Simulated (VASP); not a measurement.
Band structure of Y5Si3 (space group P6_3/mcm). Level of theory: PBEsol GGA, VASP's PBE PAW potentials (set 64) (plane waves; VASP 6.6.1).

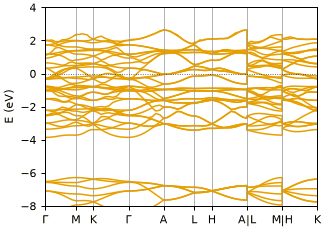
Bands along high-symmetry lines, zero at the valence-band maximum or, without a gap, the Fermi level

Read the plot: is there a gap, and where are the band edges?

It has no gap at this level: it comes out as a metal or semimetal. (Edges off the drawn lines would not show.)

The structure comes from a computed database's Y5Si3 entry (P6_3/mcm); how it stands against other phases isn't given here. It was relaxed first.
